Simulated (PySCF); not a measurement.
Vertical excitations of a molecule C2H7FOSi2 from TDA-M06-2X/def2-SVPD in PySCF, as energy in eV (oscillator strength): 5.63 (0.055), 6.29 (0.054), 6.66 (0.041), 6.93 (0.213), 7.14 (0.035), 7.31 (0.010), 7.39 (0.045), 7.75 (0.078), 7.86 (0.041), 8.00 (0.207). Lowest triplet (TDA): 4.47 eV. The structure is a stationary point at ωB97X-D3(BJ)/def2-SVP. One conformer was computed; it need not be the lowest.

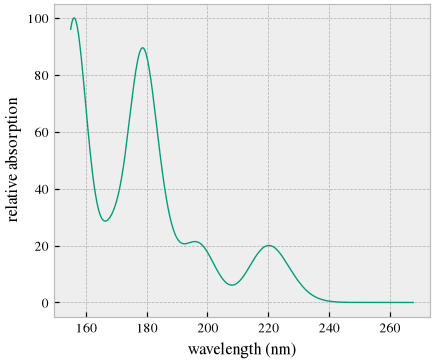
Fig. 1. The lines broadened by 0.4 eV.

Which molecule gave these data?
A) F[Si@@H]1CO[C@H]1[SiH3]
B) C=C[Si@H](F)[SiH2]O
C) O[Si@@H]1CC[Si@@H]1F
D) F[SiH2][C@@H]1OC[SiH2]1

B, C=C[Si@H](F)[SiH2]O
